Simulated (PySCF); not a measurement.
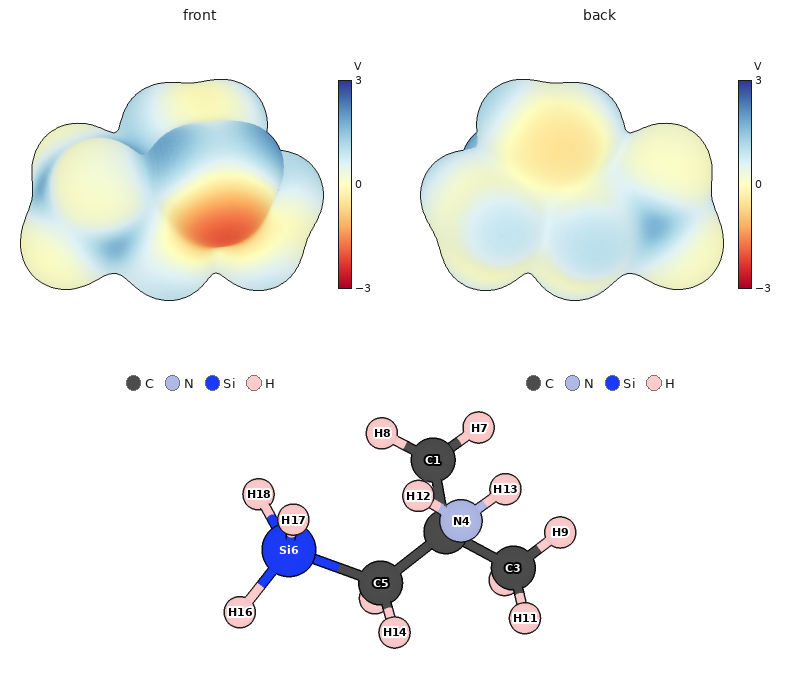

C4H12NSi (doublet). The molecular electrostatic potential painted on the density surface at 0.004 e/bohr³, seen from the front and from behind; the colour scale runs from red (negative) to blue (positive). The bare structure is drawn below in the same view.

Geometry: GFN2-xTB.

These are results of UKS B3LYP, pcH-1 on C H N Si, non-relativistic, mean-field spin-orbit, GIAO in PySCF 2.14.0, density-fitted response routines, not measurements.

```xyz
18

C    -0.5427   -0.4826    1.4336
C    -0.5929    0.0157    0.0426
C    -1.8835   -0.4331   -0.6521
N    -0.6229    1.4971    0.0788
C     0.6208   -0.4067   -0.7959
Si    2.3583   -0.0145   -0.1272
H    -1.4523   -0.5771    1.9984
H     0.3823   -0.4676    1.9782
H    -2.7532   -0.1305   -0.0721
H    -1.8987   -1.5149   -0.7554
H    -1.9502    0.0216   -1.6369
H     0.2015    1.8557    0.5476
H    -1.4406    1.8178    0.5870
H     0.5140    0.0692   -1.7730
H     0.5549   -1.4838   -0.9628
H     3.3133   -0.2824   -1.2043
H     2.4856    1.3878    0.2850
H     2.6973   -0.8654    1.0169
```

**Describe the electrostatic potential map.**

The most negative region (about −1.9 V) lies over N4, the most positive (about +1.9 V) over H13. N4 is the likeliest acceptor of a hydrogen bond.
